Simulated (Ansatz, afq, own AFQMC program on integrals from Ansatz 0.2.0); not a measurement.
# CH₃Al (singlet): AFQMC on the coupled-cluster ladder at distance Al1–C2 = 1.994 Å, cc-pVDZ, part 2 of 2

Ansatz 0.2.0, Gaussian basis, and an in-house AFQMC program (afq) on its integrals; all values are calculated; cc-pVDZ, frozen cores.

**13. Phaseless AFQMC, CISD trial on RHF (settings varied)**

It reads the integrals that the CCSD(T) run on this determinant wrote.

Launch:

```
> afq ham --method phaseless --trial cisd --walkers 10 --populations 1 --least-time 40 --time-step 0.005 --steps-per-block 50 --equilibration-blocks 12 --max-blocks 160 --target-error 0.00076 --factor-cut 0.001 --seed 1272 --taylor-order 8
```

The log of the run:

```text
orbitals 41  electrons 5 5  factors 208 of 443
reference energy -281.40862454 Eh
CCSD correlation -0.24149975 Eh in 12 cycles, weight of the determinant in the CISD state 0.8519
energy of the start -281.650124 Eh
 block  time / (1/Eh)  mean weight  energy / Eh
     1     0.250  0.9980  -281.646291
     2     0.500  0.9972  -281.649374
     3     0.750  1.0013  -281.646446
     4     1.000  1.0006  -281.655840
     5     1.250  0.9988  -281.668571
     6     1.500  1.0018  -281.653463
     7     1.750  1.0011  -281.652556
     8     2.000  1.0023  -281.648773
     9     2.250  1.0004  -281.652090
    10     2.500  0.9981  -281.648661
    13     3.250  0.9969  -281.652313
    17     4.250  0.9964  -281.671734
    21     5.250  0.9987  -281.649027
    25     6.250  0.9926  -281.657107
    29     7.250  1.0011  -281.710384
    33     8.250  1.0020  -281.656595
    37     9.250  1.0034  -281.674216
    41    10.250  1.0061  -281.670124
    45    11.250  1.0057  -281.656112
    49    12.250  1.0031  -281.649838
    53    13.250  1.0023  -281.664162
    57    14.250  0.9945  -281.660601
    61    15.250  1.0011  -281.683479
    65    16.250  1.0013  -281.649292
    69    17.250  1.0063  -281.683994
    73    18.250  0.9997  -281.669790
    77    19.250  0.9948  -281.661566
    81    20.250  1.0021  -281.701236
    85    21.250  0.9997  -281.666067
    89    22.250  0.9998  -281.694957
    93    23.250  1.0000  -281.648048
    97    24.250  1.0062  -281.667679
   101    25.250  1.0026  -281.656356
   105    26.250  0.9968  -281.666088
   109    27.250  0.9974  -281.655357
   113    28.250  0.9956  -281.653562
   117    29.250  1.0011  -281.664717
   121    30.250  1.0015  -281.661245
   125    31.250  0.9958  -281.665770
   129    32.250  0.9968  -281.687199
   133    33.250  1.0072  -281.652271
   137    34.250  0.9930  -281.686621
   141    35.250  1.0010  -281.645994
   145    36.250  0.9990  -281.644023
   149    37.250  0.9992  -281.650480
   153    38.250  1.0017  -281.672374
   157    39.250  0.9992  -281.722818
   161    40.250  0.9957  -281.660050
   165    41.250  1.0006  -281.656872
   169    42.250  0.9962  -281.649832
blocks merged  error / Eh  count
     1  0.001941  160
     2  0.002433  80
     4  0.003174  40
     8  0.003282  20
    16  0.003532  10
energy -281.669938 +/- 0.003282 Eh
```

Wall time 20 s (1 thread of Arm Neoverse V1, shared host).

Energy -7664.6295 ± 0.0893 eV. The run doesn't count as converged. Caveats: constraint bias not in the error; error above the target.

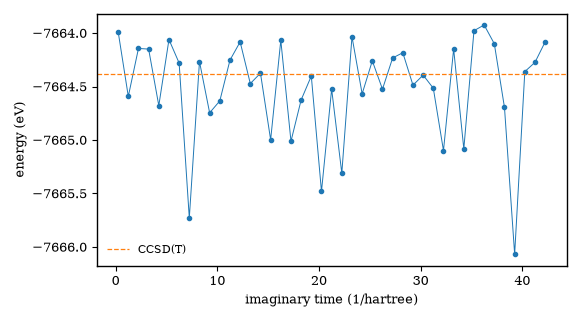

Block energies along the walk.

**14. UHF**

in.yaml reads:

```yaml
crystal:
  periodic: [false, false, false]
  atoms:
    - {symbol: Al, position_ang: [-0.025597, 0.000000, 0.655673]}
    - {symbol: C, position_ang: [0.050442, -0.000001, -1.336877]}
    - {symbol: H, position_ang: [0.157920, 0.000001, 2.217687]}
    - {symbol: H, position_ang: [-0.036892, 0.912507, -1.919527]}
    - {symbol: H, position_ang: [-0.036892, -0.912509, -1.919526]}
basis:
  gaussian: {orbitals: cc-pVDZ}
magnetization: {spin_polarized: true, initial_magnetization: 0}
hamiltonian: {xc: hf}
output: {orbitals: {seedname: orbitals}}
```

Launch:

```
> ansatz run in.yaml --threads 1 --pin off --events-out ev --progress --plain --max-ram 1382MiB
```

The log of the run, cut to the lines that bear on the results:

```text
Functional definition: HF
  name "HF"
  cite "Fock, Z. Phys. 61, 126 (1930) doi:10.1007/BF01340294"
  parent pbe
[...]
443 factors; integrals over basis functions are off by at most 1.1e-3 eV
[...]
mean field -7657.95793987 eV, -281.4247635400 hartree, gradient 2.2e-5 eV, S^2 0.692291; 6 other end points of the search recorded, 0 dependent functions left out
reference -7657.95793987 eV, -281.4247635400 hartree; 11, 11 occupied and 36, 36 virtual orbitals, 443 factors
Total energy: -7657.95793987 eV, -281.4247635400 hartree
```

It took 1.3 s on 1 thread of Arm Neoverse V1, shared host.

From the report: ⟨S²⟩ of the determinant 0.692 (pure singlet: 0.00). The determinant is far from a pure spin state, so its energy mixes those of several spin states (harmless only where they are near-degenerate, as at dissociation).

**15. CCSD(T) on UHF**

in.yaml, as its differences from that of step 14:

```diff
@@ -11,3 +11,2 @@
 magnetization: {spin_polarized: true, initial_magnetization: 0}
-hamiltonian: {xc: hf}
-output: {orbitals: {seedname: orbitals}}
+correlation: {method: ccsd_t, electrons: outside_noble_gas, hamiltonian_folder: ham}
```

Same command.

The log of the run, cut to the lines that bear on the results:

```text
Functional definition: HF
  name "HF"
  cite "Fock, Z. Phys. 61, 126 (1930) doi:10.1007/BF01340294"
  parent pbe
[...]
443 factors; integrals over basis functions are off by at most 1.1e-3 eV
[...]
mean field -7657.95793987 eV, -281.4247635400 hartree, gradient 2.5e-6 eV, S^2 0.692290; 16 other end points of the search recorded, 0 dependent functions left out
determinant -7657.95793987 eV, -281.4247635400 hartree, with singles and doubles -7664.01599453 eV, -281.6473929424 hartree
determinant -7657.28048615 eV, -281.3998675747 hartree, with singles and doubles -7662.76201734 eV, -281.6013101307 hartree
determinant -7656.18405975 eV, -281.3595746479 hartree, with singles and doubles -7661.87876761 eV, -281.5688513016 hartree
determinant -7657.51877541 eV, -281.4086245437 hartree, with singles and doubles -7664.09087733 eV, -281.6501448345 hartree
6 core orbitals not correlated: weight in the atoms' cores, before any rotation towards them, 1.000 or more for the frozen orbitals, at most 0.000 for the correlated occupied ones
reference -7657.95793987 eV, -281.4247635400 hartree; 5, 5 occupied and 36, 36 virtual orbitals, 443 factors
second order -4.84166947 eV of doubles, -0.00000000 eV of singles
cycle   1  -6.06087879 eV  change   -2.8e-3 eV  update   8.0e-3
[...]
cycle  12  -6.09996945 eV  change   -1.6e-6 eV  update   8.4e-6
perturbative correction -0.25911092 eV, -0.0095221506 hartree
Total energy: -7664.31702024 eV, -281.6584554333 hartree
```

It took 5.5 s on 1 thread of Arm Neoverse V1, shared host.

From the report: ⟨S²⟩ of the determinant 0.692 (pure singlet: 0.00); correlation -6.3591 eV; T1 0.098; largest double amplitude 0.16. The determinant is far from a pure spin state, so its energy mixes those of several spin states (harmless only where they are near-degenerate, as at dissociation).

This run also writes the integrals to the folder ham.

**16. CCSDT(Q) on UHF**

in.yaml, as its differences from that of step 15:

```diff
@@ -11,2 +11,2 @@
 magnetization: {spin_polarized: true, initial_magnetization: 0}
-correlation: {method: ccsd_t, electrons: outside_noble_gas, hamiltonian_folder: ham}
+correlation: {method: ccsdt_q, electrons: outside_noble_gas}
```

Launched as before.

The log of the run, cut to the lines that bear on the results:

```text
Functional definition: HF
  name "HF"
  cite "Fock, Z. Phys. 61, 126 (1930) doi:10.1007/BF01340294"
  parent pbe
[...]
873 factors; integrals over basis functions are off by at most 1.7e-7 eV
[...]
mean field -7657.95798282 eV, -281.4247651183 hartree, gradient 2.5e-6 eV, S^2 0.692292; 16 other end points of the search recorded, 0 dependent functions left out
determinant -7657.95798282 eV, -281.4247651183 hartree, with singles and doubles -7664.01602386 eV, -281.6473940201 hartree
determinant -7657.28052736 eV, -281.3998690893 hartree, with singles and doubles -7662.76204749 eV, -281.6013112386 hartree
determinant -7656.18411264 eV, -281.3595765915 hartree, with singles and doubles -7661.87881665 eV, -281.5688531038 hartree
determinant -7657.51881299 eV, -281.4086259246 hartree, with singles and doubles -7664.09090746 eV, -281.6501459416 hartree
6 core orbitals not correlated: weight in the atoms' cores, before any rotation towards them, 1.000 or more for the frozen orbitals, at most 0.000 for the correlated occupied ones
reference -7657.95798282 eV, -281.4247651183 hartree; 5, 5 occupied and 36, 36 virtual orbitals, 873 factors
second order -4.84169170 eV of doubles, -0.00000000 eV of singles
cycle   1  -5.43344362 eV  change   -5.9e-1 eV  update   1.0e-1
[...]
cycle  26  -6.45273222 eV  change   -3.1e-7 eV  update   1.7e-7
perturbative correction -0.03780730 eV, -0.0013893928 hartree
Total energy: -7664.44852234 eV, -281.6632880462 hartree
```

Run time: 35 s. Hardware: 1 thread of Arm Neoverse V1, shared host; peak memory 0.35 GiB.

From the report: ⟨S²⟩ of the determinant 0.692 (pure singlet: 0.00); correlation -6.4905 eV; T1 0.119; largest double amplitude 0.23. The determinant is far from a pure spin state, so its energy mixes those of several spin states (harmless only where they are near-degenerate, as at dissociation).

**17. Phaseless AFQMC, CISD trial on UHF**

It reads the integrals that the CCSD(T) run on this determinant wrote.

Launch:

```
> afq ham --method phaseless --trial cisd --walkers 60 --populations 1 --least-time 40 --time-step 0.005 --steps-per-block 50 --equilibration-blocks 28 --max-blocks 300 --target-error 0.00038 --factor-cut 1e-05 --start spin_pure --seed 7042 --release-times 0.24,0.51,0.99,1.62,2.4 --release-step 0.03 --release-every 4 --taylor-order 6
```

The log of the run:

```text
orbitals 41  electrons 5 5  factors 317 of 443
reference energy -281.42476354 Eh
CCSD correlation -0.22416962 Eh in 17 cycles, weight of the determinant in the CISD state 0.6958
energy of the start -281.602742 Eh
 block  time / (1/Eh)  mean weight  energy / Eh
     1     0.250  1.0009  -281.623749
     2     0.500  1.0009  -281.633901
     3     0.750  1.0016  -281.642105
     4     1.000  1.0007  -281.650291
     5     1.250  0.9987  -281.648115
     6     1.500  0.9996  -281.651863
     7     1.750  1.0010  -281.671898
     8     2.000  0.9997  -281.679403
     9     2.250  0.9982  -281.682399
    10     2.500  0.9993  -281.661916
    17     4.250  1.0015  -281.657089
    25     6.250  1.0005  -281.662980
    33     8.250  1.0027  -281.663682
    41    10.250  0.9989  -281.664538
    49    12.250  1.0002  -281.658982
    57    14.250  0.9982  -281.664217
    65    16.250  0.9989  -281.663914
    73    18.250  1.0013  -281.646217
    81    20.250  0.9997  -281.657207
    89    22.250  0.9980  -281.647651
    97    24.250  1.0022  -281.652899
   105    26.250  0.9982  -281.669849
   113    28.250  0.9999  -281.665119
   121    30.250  0.9997  -281.666687
   129    32.250  1.0000  -281.666009
   137    34.250  0.9992  -281.652098
   145    36.250  1.0011  -281.651030
   153    38.250  1.0013  -281.661301
   161    40.250  1.0011  -281.657318
   169    42.250  0.9984  -281.653139
   177    44.250  1.0022  -281.679189
   185    46.250  1.0006  -281.656757
   193    48.250  1.0027  -281.658921
   201    50.250  1.0010  -281.656866
   209    52.250  1.0012  -281.658331
   217    54.250  0.9999  -281.664653
   225    56.250  0.9972  -281.657559
   233    58.250  0.9986  -281.667659
   241    60.250  0.9987  -281.677761
   249    62.250  0.9992  -281.668299
   257    64.250  1.0002  -281.667055
   265    66.250  1.0016  -281.658254
   273    68.250  1.0004  -281.671320
   281    70.250  0.9987  -281.664392
   289    72.250  1.0000  -281.658164
   297    74.250  1.0008  -281.665001
   305    76.250  1.0012  -281.667054
   313    78.250  1.0008  -281.674222
   321    80.250  0.9989  -281.658554
blocks merged  error / Eh  count
     1  0.000429  300
     2  0.000531  150
     4  0.000640  75
     8  0.000758  37
    16  0.000898  18
    32  0.001189  9
released: time / (1/Eh)  energy / Eh  error  mean overlap
  0.24  -281.662994  0.000955  0.9911
  0.51  -281.662844  0.001069  0.9919
  0.99  -281.663252  0.000910  0.9896
  1.62  -281.661984  0.001109  0.9901
  2.40  -281.663988  0.001278  0.9765
energy -281.662328 +/- 0.000898 Eh
```

Run time: 9.7 min. Hardware: 1 thread of Arm Neoverse V1, shared host.

Energy -7664.4224 ± 0.0244 eV. Caveats: constraint bias not in the error; error above the target. The error still grows with block length (0.0206 to 0.0323 eV), so the bar may be too small.

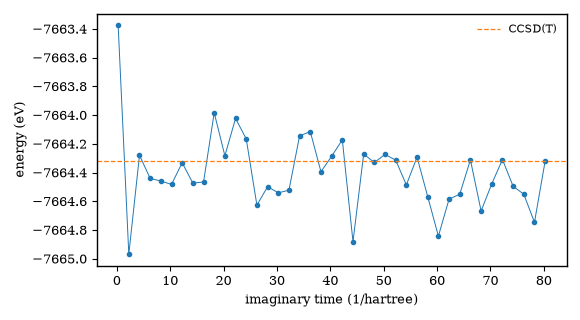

Block energies along the walk.

**18. Phaseless AFQMC, single-determinant trial on UHF**

It reads the integrals that the CCSD(T) run on this determinant wrote.

Launch:

```
> afq ham --method phaseless --trial hf --walkers 120 --populations 1 --least-time 40 --time-step 0.005 --steps-per-block 20 --equilibration-blocks 112 --max-blocks 600 --target-error 0.00114 --factor-cut 1e-05 --start spin_pure --seed 1345 --taylor-order 6
```

The log of the run:

```text
orbitals 41  electrons 5 5  factors 317 of 443
reference energy -281.42476354 Eh
CCSD correlation -0.22416962 Eh in 17 cycles, weight of the determinant in the CISD state 0.6958
energy of the start -281.435107 Eh
 block  time / (1/Eh)  mean weight  energy / Eh
     1     0.100  0.9981  -281.479129
     2     0.200  1.0012  -281.514828
     3     0.300  1.0007  -281.537985
     4     0.400  1.0006  -281.559532
     5     0.500  1.0027  -281.570676
     6     0.600  1.0008  -281.579582
     7     0.700  1.0005  -281.596920
     8     0.800  0.9994  -281.605147
     9     0.900  1.0010  -281.621868
    10     1.000  1.0006  -281.626834
    18     1.800  0.9990  -281.628993
    35     3.500  0.9984  -281.642441
    52     5.200  1.0003  -281.669388
    69     6.900  0.9976  -281.657554
    86     8.600  1.0016  -281.651746
   103    10.300  1.0006  -281.646204
   120    12.000  1.0014  -281.660482
   137    13.700  1.0004  -281.649860
   154    15.400  1.0009  -281.681459
   171    17.100  0.9988  -281.687598
   188    18.800  0.9983  -281.671155
   205    20.500  1.0013  -281.643737
   222    22.200  1.0009  -281.661104
   239    23.900  1.0021  -281.684075
   256    25.600  0.9987  -281.675743
   273    27.300  1.0010  -281.734012
   290    29.000  1.0008  -281.693133
   307    30.700  1.0012  -281.651701
   324    32.400  1.0013  -281.650522
   341    34.100  0.9983  -281.661768
   358    35.800  1.0008  -281.651711
   375    37.500  0.9999  -281.695004
   392    39.200  1.0018  -281.669319
   409    40.900  1.0010  -281.645088
   426    42.600  1.0004  -281.638183
   443    44.300  1.0006  -281.642251
   460    46.000  1.0013  -281.645810
   477    47.700  1.0005  -281.650263
   494    49.400  1.0017  -281.650129
   511    51.100  1.0011  -281.650570
   528    52.800  0.9989  -281.655423
   545    54.500  1.0009  -281.676291
   562    56.200  0.9989  -281.664892
   579    57.900  1.0002  -281.666068
   596    59.600  0.9996  -281.690977
   613    61.300  0.9996  -281.682182
   630    63.000  0.9995  -281.692880
   647    64.700  0.9996  -281.653846
   664    66.400  1.0008  -281.664301
   681    68.100  0.9986  -281.634795
   698    69.800  0.9995  -281.659596
blocks merged  error / Eh  count
     1  0.000894  600
     2  0.001205  300
     4  0.001598  150
     8  0.002141  75
    16  0.002803  37
    32  0.003592  18
    64  0.003159  9
energy -281.664017 +/- 0.003592 Eh
```

Wall time 5.7 min (1 thread of Arm Neoverse V1, shared host).

Energy -7664.4684 ± 0.0977 eV. The run doesn't count as converged. Caveats: constraint bias not in the error; error not settled; error above the target.

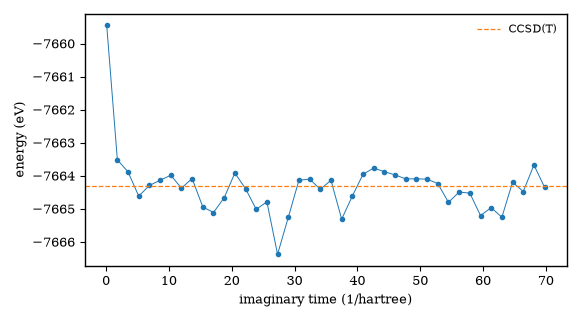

Block energies along the walk.

**19. Free-projection AFQMC, CISD trial on UHF**

It reads the integrals that the CCSD(T) run on this determinant wrote.

Launch:

```
> afq ham --method free --trial cisd --walkers 60 --time-step 0.03 --max-blocks 80 --target-error 0.00038 --factor-cut 1e-05 --seed 3875 --times 0,0.21,0.42,0.81,1.2,1.8,2.4,3 --taylor-order 8
```

The log of the run:

```text
orbitals 41  electrons 5 5  factors 317 of 443
reference energy -281.42476354 Eh
CCSD correlation -0.22416962 Eh in 17 cycles, weight of the determinant in the CISD state 0.6958
repeat  energy at the last time / Eh  error
    10  -281.663882  0.003529
    20  -281.661869  0.002141
    30  -281.662224  0.001918
    40  -281.662335  0.001744
    50  -281.662064  0.001444
    60  -281.662567  0.001370
    70  -281.662417  0.001208
    80  -281.662674  0.001127
time / (1/Eh)  energy / Eh  error  mean overlap
  0.00  -281.649090  0.000397  1.4364
  0.21  -281.652907  0.000511  1.4460
  0.42  -281.655848  0.000531  1.4449
  0.81  -281.658448  0.000539  1.4457
  1.20  -281.659157  0.000609  1.4631
  1.80  -281.660424  0.000861  1.4635
  2.40  -281.662101  0.000867  1.4467
  3.00  -281.662674  0.001127  1.4382
energy -281.662674 +/- 0.001127 Eh
```

Run time: 5.2 min. Hardware: 1 thread of Arm Neoverse V1, shared host.

Energy -7664.4318 ± 0.0307 eV. Caveats: remainder of the start not in the error; start is not spin pure; error above the target.

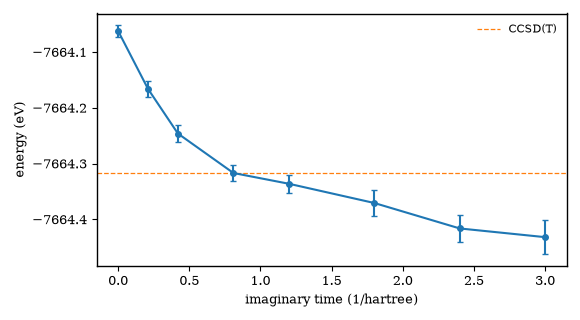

Energy against projection time, with error bars.

**20. Phaseless AFQMC, CISD trial on UHF (settings varied)**

It reads the integrals that the CCSD(T) run on this determinant wrote.

Launch:

```
> afq ham --method phaseless --trial cisd --walkers 10 --populations 1 --least-time 40 --time-step 0.005 --steps-per-block 50 --equilibration-blocks 12 --max-blocks 160 --target-error 0.00076 --factor-cut 0.001 --start determinant --seed 1272 --taylor-order 8
```

The log of the run:

```text
orbitals 41  electrons 5 5  factors 208 of 443
reference energy -281.42476354 Eh
CCSD correlation -0.22414422 Eh in 17 cycles, weight of the determinant in the CISD state 0.6959
energy of the start -281.648908 Eh
 block  time / (1/Eh)  mean weight  energy / Eh
     1     0.250  0.9980  -281.645818
     2     0.500  0.9971  -281.648041
     3     0.750  1.0011  -281.646017
     4     1.000  1.0005  -281.651269
     5     1.250  0.9988  -281.660916
     6     1.500  1.0015  -281.653729
     7     1.750  1.0012  -281.650323
     8     2.000  1.0024  -281.647756
     9     2.250  1.0006  -281.648667
    10     2.500  0.9980  -281.645844
    13     3.250  0.9967  -281.651550
    17     4.250  0.9964  -281.658119
    21     5.250  0.9987  -281.644483
    25     6.250  0.9927  -281.651449
    29     7.250  1.0006  -281.701044
    33     8.250  1.0019  -281.664356
    37     9.250  1.0031  -281.666258
    41    10.250  1.0057  -281.667564
    45    11.250  1.0057  -281.648157
    49    12.250  1.0033  -281.652621
    53    13.250  1.0026  -281.666933
    57    14.250  0.9953  -281.659317
    61    15.250  1.0011  -281.682960
    65    16.250  1.0015  -281.647708
    69    17.250  1.0061  -281.690077
    73    18.250  1.0006  -281.683385
    77    19.250  0.9955  -281.657679
    81    20.250  1.0022  -281.686701
    85    21.250  1.0024  -281.655119
    89    22.250  0.9976  -281.687881
    93    23.250  0.9987  -281.638863
    97    24.250  1.0060  -281.671065
   101    25.250  1.0030  -281.653422
   105    26.250  0.9968  -281.676255
   109    27.250  0.9983  -281.656990
   113    28.250  0.9954  -281.657376
   117    29.250  1.0013  -281.674553
   121    30.250  1.0016  -281.668958
   125    31.250  0.9955  -281.672551
   129    32.250  0.9966  -281.690335
   133    33.250  1.0064  -281.648421
   137    34.250  0.9939  -281.669183
   141    35.250  1.0011  -281.655196
   145    36.250  0.9988  -281.655631
   149    37.250  0.9988  -281.653141
   153    38.250  1.0015  -281.660935
   157    39.250  1.0001  -281.723026
   161    40.250  0.9949  -281.666741
   165    41.250  1.0008  -281.662573
   169    42.250  0.9970  -281.674385
blocks merged  error / Eh  count
     1  0.001616  160
     2  0.001971  80
     4  0.002514  40
     8  0.002753  20
    16  0.002442  10
energy -281.667770 +/- 0.002753 Eh
```

Run time: 39 s. Hardware: 1 thread of Arm Neoverse V1, shared host.

Energy -7664.5705 ± 0.0749 eV. The run doesn't count as converged. Caveats: constraint bias not in the error; error above the target.

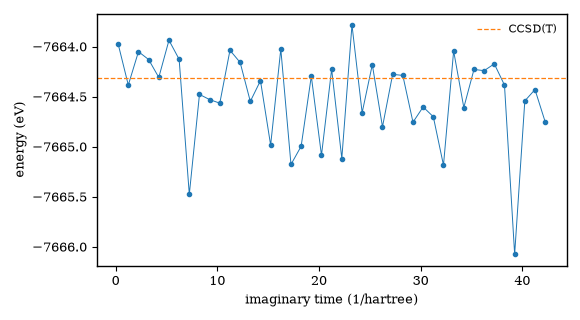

Block energies along the walk.

**21. AFQMC on the ladder**

On the RHF determinant, counted from CCSDT(Q) (a yardstick, not exact):

| level | energy (eV) | from CCSDT(Q) (kcal/mol) | statistical error (kcal/mol) | time |
| --- | --- | --- | --- | --- |
| HF | -7657.5188 | +159.69 |  |  |
| MP2 | -7663.3624 | +24.93 |  |  |
| CCSD | -7664.0909 | +8.13 |  |  |
| CCSD(T) | -7664.3840 | +1.37 |  |  |
| CCSDT(Q) | -7664.4434 | 0.00 |  |  |
| Phaseless AFQMC, CISD trial, step 0.005, 60 walkers | -7664.3889 | +1.26 | 0.42 | 4.5 min |
| Free-projection AFQMC, CISD trial, step 0.03, 60 walkers | -7664.4192 | +0.56 | 0.46 | 3.4 min |

On the UHF determinant, counted from CCSDT(Q) (a yardstick, not exact):

| level | energy (eV) | from CCSDT(Q) (kcal/mol) | statistical error (kcal/mol) | time |
| --- | --- | --- | --- | --- |
| HF | -7657.9579 | +149.68 |  |  |
| MP2 | -7662.7996 | +38.02 |  |  |
| CCSD | -7664.0579 | +9.01 |  |  |
| CCSD(T) | -7664.3170 | +3.03 |  |  |
| CCSDT(Q) | -7664.4485 | 0.00 |  |  |
| Phaseless AFQMC, CISD trial, step 0.005, 60 walkers | -7664.4224 | +0.60 | 0.56 | 9.7 min |
| Free-projection AFQMC, CISD trial, step 0.03, 60 walkers | -7664.4318 | +0.39 | 0.71 | 5.2 min |

The functionals' totals stand on their own zeros and serve differences with other points: PBE -7674.406 eV; r2SCAN -7678.187 eV; PBE0 -7675.094 eV; B3LYP -7680.362 eV; wB97M-V -7678.375 eV; B2PLYP -7674.986 eV.

**22. Summary of results**

This closing draws on all 2 parts.

| quantity | value |
| --- | --- |
| CCSD(T) on RHF from CCSDT(Q) | +1.37 kcal/mol |
| Phaseless AFQMC, CISD trial on RHF from CCSDT(Q) | +1.26 ± 0.42 kcal/mol |
| Free-projection AFQMC, CISD trial on RHF from CCSDT(Q) | +0.56 ± 0.46 kcal/mol |
| CCSD(T) on UHF from CCSDT(Q) | +3.03 kcal/mol |
| Phaseless AFQMC, CISD trial on UHF from CCSDT(Q) | +0.60 ± 0.56 kcal/mol |
| Free-projection AFQMC, CISD trial on UHF from CCSDT(Q) | +0.39 ± 0.71 kcal/mol |

On RHF the phaseless walk with the CISD trial lies +1.26 kcal/mol from CCSDT(Q), within three error bars. Free projection has no constraint; at the last time it gives +0.56 ± 0.46 kcal/mol. On UHF the phaseless walk with the CISD trial lies +0.60 kcal/mol from CCSDT(Q), within three error bars. Free projection has no constraint; at the last time it gives +0.39 ± 0.71 kcal/mol, and from a start that isn't spin pure other spins can mix in. Error bars are statistical and leave out the constraint, the time step and what remains of the start.
